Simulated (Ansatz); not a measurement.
**Work function of Pb(111): what the settings cost and change**

How thick a slab and how much vacuum does the work function of Pb(111) need?

Program: Ansatz 0.2.0. Level of theory: plane-wave DFT, PBE, Ansatz PAW. Results are calculated unless marked as measured.

**1. Starting point**

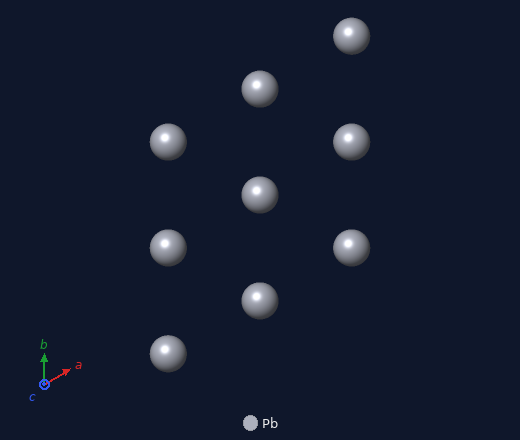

The starting structure, seen from above (lead light grey). 3×3×1 cells are drawn.

The cell holds 1 atom: 1 Pb. Its edges and angles: a = 3.500 Å, b = 3.500 Å, c = 18.000 Å, α = 90.0°, β = 90.0°, γ = 60.0°. Vacuum lies along c.

**2. Slab, setting 1 layer**

A work function rests on the faint tail of the density, so the SCF threshold is tight. The slab grows from one layer, at fixed mesh and 18 Å of vacuum; then the vacuum is varied on one slab.

The input, input.yaml:

```yaml
crystal:
  lattice:
    - [3.5001785669, 0.0, 0.0]
    - [1.7500892834, 3.0312435567, 0.0]
    - [0.0, 0.0, 18.0]
  atoms:
    - { symbol: Pb, position: [0.6666666667, 0.6666666667, 0.5] }
kpoints:
  mp_grid: { grid: [13, 13, 1] }
hamiltonian:
  xc: pbe
scf:
  occupations: { method: fermi_dirac, width: 0.1 }
  convergence: { dr2_threshold: 1.0e-09 }
efield:
  axis: 3
  dipole_correction: true
  ramp_position: 0.97
  ramp_width: 0.06
output:
  write_potential: true
  write_density: true
  volumetric_format: npy
  elf: true
```

Launch:

```
> ansatz run input.yaml --threads 2 --pin off --max-ram 3072MiB --backend cpu --events-out ev --progress --plain --runs-dir out
```

Numbers of over 12 decimals in the logs are rounded to 6 here.

Log:

```text
Engine: ansatz 0.2.0, x86_64-unknown-linux-gnu
Pseudopotentials: kind: paw
Pseudopotential: Pb, paw, valence charge 14, recommended cutoff 420 eV (normal), Pb.paw.azcp
Functional definition: PBE
  parameter kappa = 0.804
  parameter beta = 0.066725
  exchange = pbe_x(kappa = kappa, mu = beta*pi^2/3)
  correlation = pbe_c(beta = beta)
Crystal: 1 atoms, lattice volume = 190.978 Å³
Basis set: ecut = 420 eV, 3715 PW (Γ)
Bands: 11, of which v1, the nominal top of the filled ones, is band 7 counted from 1 (6 counted from 0)
Symmetry: 12 space group operations
k-points: 21 of 169
Non-local potential: Pb, projectors of the file, l = 0: 2, l = 1: 2, l = 2: 2, l = 3: 2
PAW form: soft (Blöchl's): semilocal exchange-correlation on the pseudo side does not see the compensation charge
PAW one-centre angular grid: Pb, 590 points (default); XC on 64 Gauss nodes
Initial density: superposition of atomic densities (neutral atoms: chi_scale 0, normalization atom), corrected by the library's trained network
Initial wavefunctions: pseudopotential atomic-orbital guess
Functional: x = pbe(κ = 0.804, μ = 0.219515), c = pbe(β = 0.066725)
SCF iter   1: F=—  HF=-11905.860459 eV  |F-HF|=—  |Δ(HF+E_count)|=         —  Δρ=5.72e-4  dr2=1.44e-3  ethr=1.77e-3  p=0.000 e·Å  D=5.21e-15 V/Å  ΔV_dip=-0.00 eV  dr2_dipole=4.49e-15  V_vac-E_F(+/−)=4.12/4.12 eV  ⟨swp⟩=6.4  Hψ=1719  notcnv=0
efield: sawtooth ramp at fractional position 0.9700 (set: `efield.ramp_position`, or a place that a band, a saddle search or an elastic batch's reference lends), width 0.0600; the density the first Hamiltonian is built on has a dipole p = 0.000 e·Å; the dipole correction subtracts the counter field D = 5.21e-15 V/Å, which shifts the + side's vacuum level by -0.00 eV against the − side's; the planar-averaged density in the ramp window peaks in size at 3.1e-6 e/Å³
preconditioner: auto → LDOS  [metal: Δε(μ)=0.073 eV  Ē_g=17.284 eV  σ=0.100 eV  W_gap=0.18  n_scr=10 (ndim 8)  ℏωp=10.1 eV  f_vac=0.712  D(μ)=0.94/eV (n_scr^D=4)  β→1.0]
SCF iter   2: F=—  HF=-11905.860634 eV  |F-HF|=—  |Δ(HF+E_count)|=   1.75e-4  Δρ=4.55e-4  dr2=2.97e-4  ethr=1.03e-5  p=0.000 e·Å  D=2.06e-8 V/Å  ΔV_dip=-0.00 eV  dr2_dipole=5.72e-12  V_vac-E_F(+/−)=4.05/4.05 eV  ⟨swp⟩=2.1  Hψ=613  notcnv=0
SCF iter   3: F=—  HF=-11905.860611 eV  |F-HF|=—  |Δ(HF+E_count)|=   2.34e-5  Δρ=1.88e-4  dr2=7.84e-5  ethr=2.12e-6  p=-0.000 e·Å  D=-2.65e-7 V/Å  ΔV_dip=0.00 eV  dr2_dipole=7.34e-12  V_vac-E_F(+/−)=4.05/4.05 eV  ⟨swp⟩=2.0  Hψ=380  notcnv=0
SCF iter   4: F=—  HF=-11905.860595 eV  |F-HF|=—  |Δ(HF+E_count)|=   1.57e-5  Δρ=7.24e-5  dr2=1.38e-5  ethr=5.60e-7  p=0.000 e·Å  D=1.81e-8 V/Å  ΔV_dip=-0.00 eV  dr2_dipole=7.97e-15  V_vac-E_F(+/−)=4.05/4.05 eV  ⟨swp⟩=2.6  Hψ=385  notcnv=0
SCF iter   5: F=—  HF=-11905.860591 eV  |F-HF|=—  |Δ(HF+E_count)|=   3.87e-6  Δρ=1.77e-5  dr2=6.72e-7  ethr=9.82e-8  p=-0.000 e·Å  D=-1.08e-7 V/Å  ΔV_dip=0.00 eV  dr2_dipole=2.28e-12  V_vac-E_F(+/−)=4.04/4.04 eV  ⟨swp⟩=2.2  Hψ=389  notcnv=0
SCF iter   6: F=—  HF=-11905.860588 eV  |F-HF|=—  |Δ(HF+E_count)|=   3.50e-6  Δρ=1.57e-6  dr2=5.41e-9  ethr=4.80e-9  p=0.000 e·Å  D=1.04e-7 V/Å  ΔV_dip=-0.00 eV  dr2_dipole=1.67e-12  V_vac-E_F(+/−)=4.04/4.04 eV  ⟨swp⟩=2.0  Hψ=377  notcnv=0
SCF iter   7: F=-11905.860588 eV  HF=-11905.860588 eV  |F-HF|=3.82e-11  |Δ(HF+E_count)|=  5.77e-10  Δρ=1.80e-7  dr2=8.77e-11  ethr=7.14e-12  p=-0.000 e·Å  D=-1.70e-7 V/Å  ΔV_dip=0.00 eV  dr2_dipole=4.67e-12  V_vac-E_F(+/−)=4.04/4.04 eV  ⟨swp⟩=5.0  Hψ=1071  notcnv=0
SCF 1 converged in 7 iterations: F = -11905.860588 eV  dr2 = 8.77e-11
  greatest PAW one-centre occupation: 0.979 electrons in one spin orbital (limit 2), on the Pb atom at site 0 (counted from 0), in its partial waves of l = 2
WARN: The output density's exchange-correlation potential varies sharply where the density is thin. Do not read a vacuum level from v_tot or v_xc, or from such a field of the output density. On a cell that repeats whose density bears no net charge and no dipole along the vacuum's axis use v_es (v_loc + v_h of the components); under efield.dipole_correction with no amplitude use v_es + v_field, which holds any externa [...]
SCF converged after 7 iterations
Free energy (F): -11905.860588 eV
Harris-Foulkes:  -11905.860588 eV  (|F-HF|=3.82e-11)
Internal energy: -11905.830779 eV  (E = F + TS)
E sigma→0 (E₀):  -11905.845683 eV
Entropy (-TS):   -0.029809 eV (-29.809 meV/atom)
Fermi energy:    -1.618328 eV
Dipole field:    D = 0.000003 V/Å  (p = 0.000003 e·Å, saw-weighted, corrected)
Work function:   Φ+ = 4.0413 eV   Φ− = 4.0413 eV
Levels:          The Fermi level and band energies are counted from a zero that moves with the ramp; work functions are not
--- Per-component energies (eV) ---
  E_band       = -211.432357
  E_kinetic    = 286.633509
  E_local      = -5068.641846  (includes V_loc(G=0)·N_el)
  E_nonlocal   = 349.471290
  E_hartree    = 2342.939651
  E_xc         = -219.184642
  E_vxc        = -130.281184  (∫ρ·V_xc dr)
  E_paw        = -10405.403959  (= ΣΔE_a)
  E_vpaw       = -334.493367  (= ΣTr[D̂ρ^β])
  E_aug_tail   = 0.000048  (compensation charges beyond the density's cutoff)
  E_efield     = 0.000000  (sawtooth field / dipole correction)
  E_vefield    = 0.000000  (∫n·V_field dr)
  E_ewald      = 808.355171
  E_smearing   = -0.029809  (= −TS)
  E_closure    = 0.000000  (closes the sum)
  Σ components = -11905.860588   (vs F -11905.860588, Δ=0.00e0)
--- Band table (eV; the first three rows and the last of 21) ---
  k-point 0: bands = [... 3 lower, -18.5821, -18.5821, -11.5930, -3.1222, 1.3128, 2.2689, 2.6235, 4.2048]
  k-point 1: bands = [... 3 lower, -18.5892, -18.5837, -11.5002, -3.0190, 1.4026, 2.3653, 2.7170, 4.2211]
  k-point 2: bands = [... 3 lower, -18.6089, -18.5883, -11.2228, -2.7140, 1.6242, 2.3316, 2.6532, 3.0259]
  k-point 20: bands = [... 3 lower, -18.5906, -18.5301, -8.4576, -2.9924, -2.1076, 0.3882, 4.2976, 4.9531]
```

Elapsed: 3 s, on 2 threads of Intel Xeon 6975P-C (Granite Rapids), shared host; peak memory 0.47 GiB; 5.1 s of CPU time.

Numbers from this step:

* energy at zero smearing: -11905.8457 eV
* work function, upper face: 4.041 eV

Running mean over 2.858 Å of the planar mean; the ramp of the sawtooth is left out. Table of electron's electrostatic potential energy less the Fermi level by z:

| z (Å) | electron's electrostatic potential energy less the Fermi level (eV) |
| --- | --- |
| 3 | 4.04 |
| 4 | 4.04 |
| 5 | 4.02 |
| 6 | 3.84 |
| 7 | 2.07 |
| 8 | -3.12 |
| 9 | -5.24 |
| 10 | -3.12 |
| 11 | 2.07 |
| 12 | 3.84 |
| 13 | 4.02 |
| 14 | 4.04 |
| 15 | 4.04 |

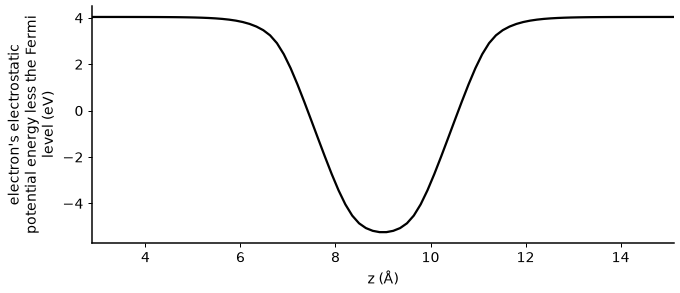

Electron's electrostatic potential energy less the Fermi level against z.

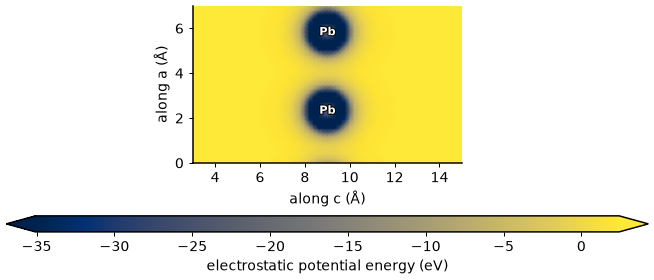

Electrostatic potential energy in the ca plane at fractional y = 0.667, with atoms of Pb within 0.2 Å of it. With pseudopotentials it is smooth inside the atoms' cores, unlike the true potential. The far vacuum is left out of the map.

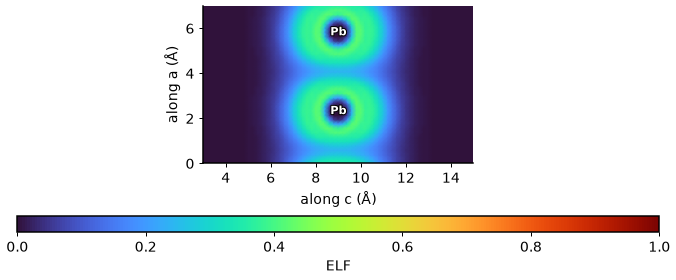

ELF in the ca plane at fractional y = 0.667, with atoms of Pb within 0.2 Å of it. It is the smooth field of the valence electrons, not physical close to the nuclei. The far vacuum is left out of the map.

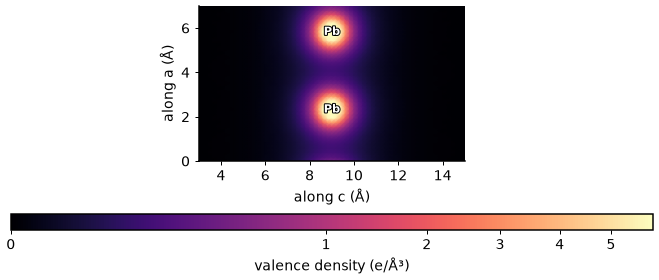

Valence density in the ca plane at fractional y = 0.667, with atoms of Pb within 0.2 Å of it. It is the smooth field of the valence electrons, not physical close to the nuclei. The colour scale is stretched toward low values. The far vacuum is left out of the map.

The work function is 4.041 eV.

**3. Run, 2 atoms**

System of this step: Pb(111). The cell holds 2 atoms: 2 Pb. Cell: a = 3.500 Å, b = 3.500 Å, c = 20.858 Å, α = 90.0°, β = 90.0°, γ = 60.0°. Vacuum lies along c.

input.yaml, the sections that differ from step 2:

```yaml
crystal:
  lattice:
    - [3.5001785669, 0.0, 0.0]
    - [1.7500892834, 3.0312435567, 0.0]
    - [0.0, 0.0, 20.8578838325]
  atoms:
    - { symbol: Pb, position: [0.6666666667, 0.6666666667, 0.4314915201] }
    - { symbol: Pb, position: [0.0, 0.0, 0.5685084799] }
output:
  write_potential: true
  write_density: true
  volumetric_format: npy
# kpoints, hamiltonian, scf, efield: as in step 2
```

Log:

```text
[...]
Crystal: 2 atoms, lattice volume = 221.300 Å³
Basis set: ecut = 420 eV, 4299 PW (Γ)
Bands: 18, of which v1, the nominal top of the filled ones, is band 14 counted from 1 (13 counted from 0)
Symmetry: 6 space group operations
k-points: 21 of 169 (time reversal used)
[...]
k-point 0: bands = [... 10 lower, -10.5802, -8.7895, -2.2164, 1.3555, 3.5123, 4.1932, 4.4490, 6.0279]
  k-point 1: bands = [... 10 lower, -10.4806, -8.7013, -2.1083, 1.4314, 3.6054, 4.2778, 4.5415, 5.4709]
  k-point 2: bands = [... 10 lower, -10.1826, -8.4384, -1.7901, 1.6080, 3.4980, 3.8751, 4.5878, 4.7136]
  k-point 20: bands = [... 10 lower, -6.7616, -6.4117, -1.6140, -1.2372, -0.6447, 0.3790, 2.4808, 3.1983]
[key lines of the parts left out:]
SCF converged after 7 iterations
Free energy (F): -23812.524430 eV
Fermi energy:    0.510950 eV
Dipole field:    D = -0.000001 V/Å  (p = -0.000001 e·Å, saw-weighted, corrected)
Work function:   Φ+ = 3.4861 eV   Φ− = 3.4861 eV
```

Run time: 7 s. Hardware: 2 threads; peak memory 0.47 GiB; 11 s of CPU time.

The work function is 3.486 eV, -0.555 eV from the run “1 layer”, at 2.2 times its CPU time.

**4. Run, 3 atoms**

System of this step: Pb(111). The cell holds 3 atoms: 3 Pb. Its edges and angles: a = 3.500 Å, b = 3.500 Å, c = 23.716 Å, α = 90.0°, β = 90.0°, γ = 60.0°. Vacuum lies along c.

input.yaml, the sections that differ from step 3:

```yaml
crystal:
  lattice:
    - [3.5001785669, 0.0, 0.0]
    - [1.7500892834, 3.0312435567, 0.0]
    - [0.0, 0.0, 23.715767665]
  atoms:
    - { symbol: Pb, position: [0.3333333333, 0.3333333333, 0.379494357] }
    - { symbol: Pb, position: [0.6666666667, 0.6666666667, 0.5] }
    - { symbol: Pb, position: [0.0, 0.0, 0.620505643] }
# kpoints, hamiltonian, scf, efield, output: as in step 3
```

Log:

```text
[...]
Crystal: 3 atoms, lattice volume = 251.622 Å³
Basis set: ecut = 420 eV, 4873 PW (Γ)
Bands: 26, of which v1, the nominal top of the filled ones, is band 21 counted from 1 (20 counted from 0)
Symmetry: 6 space group operations
k-points: 21 of 169 (time reversal used)
[...]
k-point 0: bands = [... 17 lower, -7.3469, -1.6426, 0.9453, 3.8309, 4.9729, 5.7046, 5.9085, 7.4104, ... 1 higher]
  k-point 1: bands = [... 17 lower, -7.2615, -1.5318, 1.0307, 3.8961, 5.0637, 5.7665, 5.9914, 6.2682, ... 1 higher]
  k-point 2: bands = [... 17 lower, -7.0079, -1.2061, 1.2621, 3.8789, 4.3770, 5.1553, 5.3480, 6.0185, ... 1 higher]
  k-point 20: bands = [... 17 lower, -5.3620, -0.7631, -0.7198, -0.0685, 0.2683, 1.2365, 1.2617, 3.5357, ... 1 higher]
[key lines of the parts left out:]
SCF converged after 8 iterations
Free energy (F): -35718.844143 eV
Fermi energy:    1.448389 eV
Dipole field:    D = 0.000000 V/Å  (p = 0.000000 e·Å, saw-weighted, corrected)
Work function:   Φ+ = 3.9497 eV   Φ− = 3.9497 eV
```

The job ended after 12 s (2 threads; peak memory 0.52 GiB).

The work function is 3.950 eV, +0.464 eV from the run “2 layers”, at 1.7 times its CPU time.

**5. Run, 4 atoms**

System of this step: Pb(111). The cell holds 4 atoms: 4 Pb. Its edges and angles: a = 3.500 Å, b = 3.500 Å, c = 26.574 Å, α = 90.0°, β = 90.0°, γ = 60.0°. Vacuum lies along c.

input.yaml, the sections that differ from step 4:

```yaml
crystal:
  lattice:
    - [3.5001785669, 0.0, 0.0]
    - [1.7500892834, 3.0312435567, 0.0]
    - [0.0, 0.0, 26.5736514975]
  atoms:
    - { symbol: Pb, position: [0.0, 0.0, 0.3386813438] }
    - { symbol: Pb, position: [0.3333333333, 0.3333333333, 0.4462271146] }
    - { symbol: Pb, position: [0.6666666667, 0.6666666667, 0.5537728854] }
    - { symbol: Pb, position: [0.0, 0.0, 0.6613186562] }
# kpoints, hamiltonian, scf, efield, output: as in step 4
```

Log:

```text
[...]
Crystal: 4 atoms, lattice volume = 281.944 Å³
Basis set: ecut = 420 eV, 5471 PW (Γ)
Bands: 34, of which v1, the nominal top of the filled ones, is band 28 counted from 1 (27 counted from 0)
Symmetry: 6 space group operations
k-points: 21 of 169 (time reversal used)
[...]
k-point 0: bands = [... 24 lower, -0.8567, 1.0723, 3.5047, 5.5444, 6.1064, 7.0164, 7.0334, 8.3572, ... 2 higher]
  k-point 1: bands = [... 24 lower, -0.7443, 1.1656, 3.5726, 5.6151, 6.1948, 7.0617, 7.0959, 7.2090, ... 2 higher]
  k-point 2: bands = [... 24 lower, -0.4138, 1.4294, 3.7026, 5.1985, 5.5568, 6.0088, 6.4964, 6.6165, ... 2 higher]
  k-point 20: bands = [... 24 lower, 0.1335, 0.1855, 0.7503, 0.9103, 1.3415, 1.7455, 2.3550, 2.6924, ... 2 higher]
[key lines of the parts left out:]
SCF converged after 8 iterations
Free energy (F): -47625.339435 eV
Fermi energy:    2.625307 eV
Dipole field:    D = -0.000000 V/Å  (p = -0.000001 e·Å, saw-weighted, corrected)
Work function:   Φ+ = 3.7224 eV   Φ− = 3.7224 eV
```

The job ended after 16 s (2 threads; peak memory 0.58 GiB; 28 s of CPU time).

The work function is 3.722 eV, -0.227 eV from the run “3 layers”, at 1.5 times its CPU time.

**6. Slab, 5 atoms**

System of this step: Pb(111). The cell holds 5 atoms: 5 Pb. Its edges and angles: a = 3.500 Å, b = 3.500 Å, c = 29.432 Å, α = 90.0°, β = 90.0°, γ = 60.0°. Vacuum lies along c.

input.yaml, the sections that differ from step 5:

```yaml
crystal:
  lattice:
    - [3.5001785669, 0.0, 0.0]
    - [1.7500892834, 3.0312435567, 0.0]
    - [0.0, 0.0, 29.43153533]
  atoms:
    - { symbol: Pb, position: [0.6666666667, 0.6666666667, 0.3057944446] }
    - { symbol: Pb, position: [0.0, 0.0, 0.4028972223] }
    - { symbol: Pb, position: [0.3333333333, 0.3333333333, 0.5] }
    - { symbol: Pb, position: [0.6666666667, 0.6666666667, 0.5971027777] }
    - { symbol: Pb, position: [0.0, 0.0, 0.6942055554] }
# kpoints, hamiltonian, scf, efield, output: as in step 5
```

Log:

```text
[...]
Crystal: 5 atoms, lattice volume = 312.265 Å³
Basis set: ecut = 420 eV, 6069 PW (Γ)
Bands: 42, of which v1, the nominal top of the filled ones, is band 35 counted from 1 (34 counted from 0)
Symmetry: 6 space group operations
k-points: 21 of 169 (time reversal used)
[...]
k-point 0: bands = [... 31 lower, 1.2675, 3.2267, 5.3163, 6.6649, 6.9955, 7.9323, 8.1113, 9.1014, ... 3 higher]
  k-point 1: bands = [... 31 lower, 1.3659, 3.3043, 5.3736, 6.7418, 7.0791, 7.9314, 7.9913, 8.1348, ... 3 higher]
  k-point 2: bands = [... 31 lower, 1.6487, 3.4989, 5.3737, 5.9773, 6.4110, 6.7996, 7.0977, 7.4071, ... 3 higher]
  k-point 20: bands = [... 31 lower, 0.8733, 1.4378, 1.5028, 1.6165, 2.2463, 2.3540, 2.8482, 3.2532, ... 3 higher]
[key lines of the parts left out:]
SCF converged after 9 iterations
Free energy (F): -59531.682746 eV
Fermi energy:    3.462637 eV
Dipole field:    D = -0.000000 V/Å  (p = -0.000000 e·Å, saw-weighted, corrected)
Work function:   Φ+ = 3.6989 eV   Φ− = 3.6989 eV
```

Elapsed: 24 s, on 2 threads; peak memory 0.68 GiB; 42 s of CPU time.

The work function is 3.699 eV, -0.024 eV from the run “4 layers”, at 1.5 times its CPU time.

**7. Slab, 6 atoms**

System of this step: Pb(111). The cell holds 6 atoms: 6 Pb. Its edges and angles: a = 3.500 Å, b = 3.500 Å, c = 32.289 Å, α = 90.0°, β = 90.0°, γ = 60.0°. Vacuum lies along c.

input.yaml, the sections that differ from step 6:

```yaml
crystal:
  lattice:
    - [3.5001785669, 0.0, 0.0]
    - [1.7500892834, 3.0312435567, 0.0]
    - [0.0, 0.0, 32.2894191624]
  atoms:
    - { symbol: Pb, position: [0.3333333333, 0.3333333333, 0.278729077] }
    - { symbol: Pb, position: [0.6666666667, 0.6666666667, 0.3672374462] }
    - { symbol: Pb, position: [0.0, 0.0, 0.4557458154] }
    - { symbol: Pb, position: [0.3333333333, 0.3333333333, 0.5442541846] }
    - { symbol: Pb, position: [0.6666666667, 0.6666666667, 0.6327625538] }
    - { symbol: Pb, position: [0.0, 0.0, 0.721270923] }
# kpoints, hamiltonian, scf, efield, output: as in step 6
```

Log:

```text
[...]
Crystal: 6 atoms, lattice volume = 342.587 Å³
Basis set: ecut = 420 eV, 6653 PW (Γ)
Bands: 51, of which v1, the nominal top of the filled ones, is band 42 counted from 1 (41 counted from 0)
Symmetry: 6 space group operations
k-points: 21 of 169 (time reversal used)
[...]
k-point 0: bands = [... 38 lower, 3.1066, 4.9349, 6.6512, 7.5643, 7.8032, 8.7368, 9.0366, 9.7172, ... 5 higher]
  k-point 1: bands = [... 38 lower, 3.1916, 4.9993, 6.7056, 7.6411, 7.8796, 8.5413, 8.7725, 8.8611, ... 5 higher]
  k-point 2: bands = [... 38 lower, 3.4211, 5.1111, 6.5247, 6.5789, 7.0345, 7.3718, 7.7991, 7.9607, ... 5 higher]
  k-point 20: bands = [... 38 lower, 1.9325, 1.9536, 2.0946, 2.4945, 2.6404, 2.9910, 3.3962, 3.5244, ... 5 higher]
[key lines of the parts left out:]
SCF converged after 8 iterations
Free energy (F): -71438.131506 eV
Fermi energy:    4.112731 eV
Dipole field:    D = -0.000001 V/Å  (p = -0.000001 e·Å, saw-weighted, corrected)
Work function:   Φ+ = 3.7409 eV   Φ− = 3.7409 eV
```

It took 30 s on 2 threads; peak memory 0.76 GiB; 54 s of CPU time.

The work function is 3.741 eV, +0.042 eV from the run “5 layers”, at 1.3 times its CPU time.

(Part 1 of 2 ends here.)

[Logs are printed without paths, hosts, clocks, repeated set-up lines and the standing remarks that a program may print on its own settings, such as how far it seeks lower states.]

[Hosts, paths, dates, database ids (printed as entryN), source tags and the programs' standing remarks are cut or masked in the printed files.]

[Maps of the electrostatic potential energy from Ansatz leave out the sawtooth potential of an applied field or a dipole correction, so their vacuum need not be flat; planar profiles and work functions include it.]
